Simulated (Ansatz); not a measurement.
# C4H6S (2,3-dihydrothiophene): r2SCAN0/def2-SVP

Aim: the energy change on altering one bond length of C4H6S (2,3-dihydrothiophene) at r2SCAN0/def2-SVP, from 2 runs. 

The results are computed with Ansatz 0.2.0.

49 further runs of the same task are left out: 49 set aside as unsound or not needed.

## 1. Starting point

C4H6S has 11 atoms, charge 0, and is taken as a singlet. SMILES: `C1=CSCC1`. Geometry: relaxed at PBE0-D4/def2-TZVP. This is one conformer, not always the lowest.

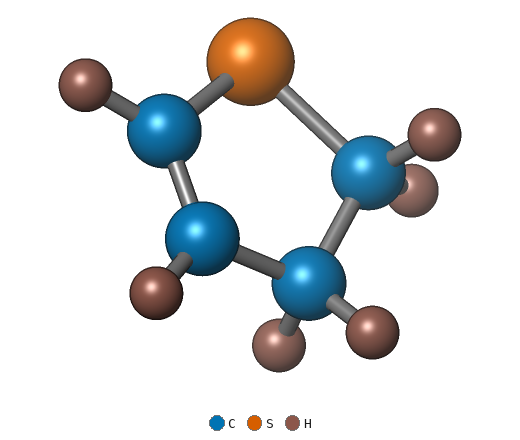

The structure, seen from a chosen angle (carbon blue, sulfur orange, hydrogen brown).

## 2. A single-point energy at r2SCAN0/def2-SVP

Input file job.yaml:

```yaml
basis:
  gaussian: {orbitals: def2-SVP}
crystal:
  periodic: [false, false, false]
  atoms:
    - {symbol: C, position_ang: [0.280500, 1.058200, -0.374100]}
    - {symbol: C, position_ang: [1.266700, 0.759000, 0.465700]}
    - {symbol: S, position_ang: [1.220700, -0.865500, 1.112000]}
    - {symbol: C, position_ang: [-0.478300, -1.076400, 0.485100]}
    - {symbol: C, position_ang: [-0.649000, -0.083500, -0.663200]}
    - {symbol: H, position_ang: [0.197200, 2.015800, -0.873100]}
    - {symbol: H, position_ang: [2.082600, 1.409500, 0.751800]}
    - {symbol: H, position_ang: [-0.623300, -2.113100, 0.183800]}
    - {symbol: H, position_ang: [-1.164400, -0.846900, 1.303500]}
    - {symbol: H, position_ang: [-0.374400, -0.543900, -1.622300]}
    - {symbol: H, position_ang: [-1.692700, 0.229900, -0.748800]}
hamiltonian: {xc: {name: r2SCAN0}}
accuracy: high
output: {orbitals: {seedname: orbitals}}
```

On the command line:

```console
$ ansatz run job.yaml --threads 1 --pin off --max-ram 3480MiB --events-out events.jsonl --progress --plain --runs-dir runs
```

Standard output:

```text
Warning: RAYON_NUM_THREADS=1 ignored (pool sized by the plan → 1); use --threads N
Functional definition: r2SCAN0
  name "r2SCAN0"
  parameter a = 0.25
  parameter k0 = 0.174
  parameter k1 = 0.065
  parameter a1 = 4.9479
  exchange = (1 - a)*r2scan_x(k0 = k0, k1 = k1, a1 = a1) + a*exact_x
  correlation = r2scan_c
2524 factors; integrals over basis functions are off by at most 3.9e-9 eV
mean field evaluation 1: about -15063.7312 eV, gradient 4.9e1 eV
mean field evaluation 2: about -15059.5553 eV, gradient 6.3e1 eV
mean field evaluation 4: about -15069.9594 eV, gradient 4.8e0 eV
mean field evaluation 8: about -15070.3120 eV, gradient 1.7e-1 eV
mean field evaluation 16: about -15070.3121 eV, gradient 1.5e-4 eV
mean field -15070.31210243 eV, -553.8237547398 hartree, gradient 1.3e-8 eV, S^2 0.000000; 0 other end points of the search recorded, 0 dependent functions left out
reference -15070.31210299 eV, -553.8237547605 hartree; 23, 23 occupied and 81, 81 virtual orbitals, 2524 factors
Total energy: -15070.31210299 eV, -553.8237547605 hartree
```

It took 9.6 s on 1 thread of Intel Xeon 6975P-C (Granite Rapids), shared host; peak memory 0.47 GiB.

## 3. The distorted shape at the same level

Input file input.yaml:

```yaml
basis:
  gaussian: {orbitals: def2-SVP}
crystal:
  periodic: [false, false, false]
  atoms:
    - {symbol: C, position_ang: [0.198113, 1.196332, -0.086345]}
    - {symbol: C, position_ang: [1.184313, 0.897132, 0.753455]}
    - {symbol: S, position_ang: [1.138313, -0.727368, 1.399755]}
    - {symbol: C, position_ang: [-0.560687, -0.938268, 0.772855]}
    - {symbol: C, position_ang: [-0.731387, 0.054632, -0.375445]}
    - {symbol: H, position_ang: [0.114813, 2.153932, -0.585345]}
    - {symbol: H, position_ang: [2.000213, 1.547632, 1.039555]}
    - {symbol: H, position_ang: [-0.705687, -1.974968, 0.471555]}
    - {symbol: H, position_ang: [-1.246787, -0.708768, 1.591255]}
    - {symbol: H, position_ang: [-0.374400, -0.543900, -1.622300]}
    - {symbol: H, position_ang: [-1.775087, 0.368032, -0.461045]}
output: {orbitals: {seedname: orbitals}}
accuracy: high
hamiltonian: {xc: {name: r2SCAN0}}
```

On the command line:

```console
$ ansatz run input.yaml --threads 1 --pin off --max-ram 3480MiB --events-out events.jsonl --progress --plain --runs-dir runs
```

Standard output, shortened:

```text
Warning: RAYON_NUM_THREADS=1 ignored (pool sized by the plan → 1); use --threads N
[... 8 set-up lines as earlier in the session ...]
2530 factors; integrals over basis functions are off by at most 4.0e-9 eV
mean field evaluation 1: about -15062.7606 eV, gradient 4.9e1 eV
mean field evaluation 2: about -15057.7541 eV, gradient 6.5e1 eV
mean field evaluation 4: about -15069.0166 eV, gradient 4.6e0 eV
mean field evaluation 8: about -15069.3530 eV, gradient 1.5e-1 eV
mean field evaluation 16: about -15069.3531 eV, gradient 1.6e-4 eV
mean field -15069.35312361 eV, -553.7885129184 hartree, gradient 1.6e-8 eV, S^2 0.000000; 0 other end points of the search recorded, 0 dependent functions left out
reference -15069.35312419 eV, -553.7885129396 hartree; 23, 23 occupied and 81, 81 virtual orbitals, 2530 factors
Total energy: -15069.35312419 eV, -553.7885129396 hartree
```

Run time: 10 s. Hardware: 1 thread of Intel Xeon 6975P-C (Granite Rapids), shared host; peak memory 0.47 GiB.

## 4. Summary of results

At r2SCAN0/def2-SVP:

| quantity | value |
| --- | --- |
| first shape: total energy | -553.82375 Eh |
| first shape: HOMO energy | -5.90 eV |
| first shape: LUMO energy | 0.51 eV |
| first shape: HOMO–LUMO gap | 6.41 eV |
| distorted shape: total energy | -553.78851 Eh |
| distorted shape: HOMO energy | -5.97 eV |
| distorted shape: LUMO energy | 0.10 eV |
| distorted shape: HOMO–LUMO gap | 6.07 eV |
| energy change with the C5–H10 bond stretched from 1.099 to 1.428 Å | 0.959 eV |

**Reading.** With the C5–H10 bond stretched from 1.099 to 1.428 Å the energy rises by 0.96 eV (92.5 kJ/mol). The first shape isn't relaxed at this level, so the change isn't measured from a minimum.
